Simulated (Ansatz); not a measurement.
```yaml
atoms:
  - { symbol: C, position_ang: [-0.8670, 0.2561, -1.1657] }
  - { symbol: Si, position_ang: [0.2395, 0.2718, 0.2950] }
  - { symbol: O, position_ang: [1.6969, -0.4242, -0.0184] }
  - { symbol: O, position_ang: [-0.6096, -0.5081, 1.4683] }
  - { symbol: H, position_ang: [-1.8999, -0.0724, -1.1111] }
  - { symbol: H, position_ang: [-0.5485, 0.6105, -2.1414] }
  - { symbol: H, position_ang: [0.6174, 1.6370, 0.7361] }
  - { symbol: H, position_ang: [1.6856, -1.2920, -0.4260] }
  - { symbol: H, position_ang: [-0.2259, -0.5250, 2.3461] }
```

Geometry: PBE0-D4/def2-TZVP.

Method: Ansatz, UKS PBE0-D4/def2-TZVPP.

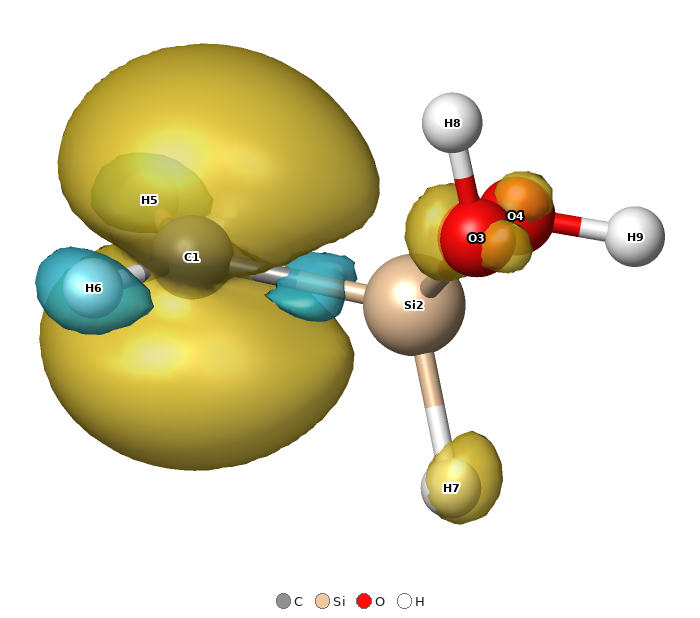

CH₅O₂Si (SMILES [CH2][SiH](O)O) (doublet). Isosurfaces of the spin density (α minus β) at +0.015 (yellow) and −0.015 e/Å³ (cyan), seen from one side.

Where is the unpaired spin?

The unpaired spin (1 electron) lies mostly on C1 (about 0.8) and Si2 (about 0.1), in electrons by Hirshfeld's partition.
